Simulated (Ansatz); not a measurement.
SiPH5 (SMILES [SiH3]P): the energy, rung by rung

SiPH5: 7 atoms, total charge 0, spin state singlet. SMILES: `[SiH3]P`. Geometry: relaxed at GFN2-xTB.

```csv
atom,x (Å),y (Å),z (Å)
Si,-0.6408,-0.3615,-0.3959
P,1.0613,-0.0091,1.0077
H,-1.8255,-0.6029,0.4263
H,-0.2989,-1.5443,-1.1846
H,-0.8905,0.7689,-1.2937
H,0.6647,1.2602,1.3871
H,1.9298,0.4888,0.0531
```

Each level gives the energy change with the Si1–H4 bond stretched from 1.462 to 2.924 Å (eV). The values are calculated.

```json
{"level": "HF/STO-3G (restricted)", "kind": "Hartree–Fock", "program": "Ansatz", "value (eV)": "7.95", "less FCI/STO-3G": "+3.25", "CPU time (all runs)": "0.52 s"}
{"level": "PBE/STO-3G (restricted)", "kind": "GGA", "program": "Ansatz", "value (eV)": "5.61", "less FCI/STO-3G": "+0.91", "CPU time (all runs)": "3.2 s"}
{"level": "r2SCAN/STO-3G (restricted)", "kind": "meta-GGA", "program": "Ansatz", "value (eV)": "5.97", "less FCI/STO-3G": "+1.27", "CPU time (all runs)": "7.2 s"}
{"level": "r2SCAN0/STO-3G (restricted)", "kind": "hybrid meta-GGA", "program": "Ansatz", "value (eV)": "6.51", "less FCI/STO-3G": "+1.81", "CPU time (all runs)": "7.1 s"}
{"level": "B2PLYP/STO-3G (restricted)", "kind": "double hybrid", "program": "Ansatz", "value (eV)": "6.07", "less FCI/STO-3G": "+1.37", "CPU time (all runs)": "4 s"}
{"level": "RPA@PBE/STO-3G (restricted)", "kind": "RPA", "program": "Ansatz", "value (eV)": "5.40", "less FCI/STO-3G": "+0.70", "CPU time (all runs)": "4.8 s"}
{"level": "MP2/STO-3G (restricted)", "kind": "perturbation theory", "program": "Ansatz", "value (eV)": "6.16", "less FCI/STO-3G": "+1.46", "CPU time (all runs)": "0.46 s"}
{"level": "CCSDT(Q)/STO-3G (restricted)", "kind": "coupled cluster or CI", "program": "Ansatz", "value (eV)": "4.70", "less FCI/STO-3G": "0.00", "CPU time (all runs)": "0.83 s"}
{"level": "FCI/STO-3G", "kind": "exact in the basis", "program": "Ansatz", "value (eV)": "4.70", "less FCI/STO-3G": "0.00", "CPU time (all runs)": "27 s"}
```

FCI/STO-3G is exact within its basis and frozen core, so for wave-function methods in that basis the difference is their error; functionals converge differently with the basis, so for them it is only a difference. A spin-restricted reference rises too steeply as a bond breaks; here HF/STO-3G, PBE/STO-3G, r2SCAN/STO-3G, r2SCAN0/STO-3G, B2PLYP/STO-3G, RPA@PBE/STO-3G, MP2/STO-3G lie well above the multireference or unrestricted value. The first shape isn't each level's own minimum. The values span 4.70 to 7.95 eV. All rows use very small basis sets, so none should be taken for the real molecule's value. In so small a basis fixed costs decide the times, and correlated methods can beat functionals. CPU times are rough (shared hosts, several kinds of processor and program).

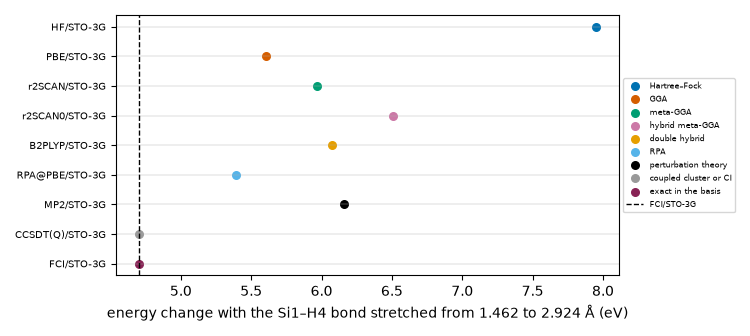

The values of the table, level by level.
